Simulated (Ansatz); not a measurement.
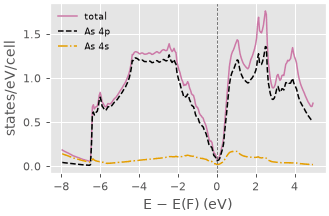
Fig. 1. Total and projected density of states of As (A7 (α-As type), R-3m), plane-wave PAW PBE+D3(BJ) (Ansatz code)

Q: Which orbitals carry the states next to the Fermi level?

A: Within 0.5 eV of the Fermi level: As 4p 79 %, As 4s 17 %. Projections are on Löwdin-orthogonalised atomic valence shells; empty p or d shells of many metals are not among them.

Q: Where is the tallest occupied peak in this window, and what makes it?

A: Near -2.4 eV, about 1.4 states/eV per cell; the largest projected share is As 4p.

The cell was relaxed with PBE+D3(BJ) under the symmetry of its start. Spin–orbit coupling is left out wherever it is not named.

Potentials: the later of the program's two PAW sets.
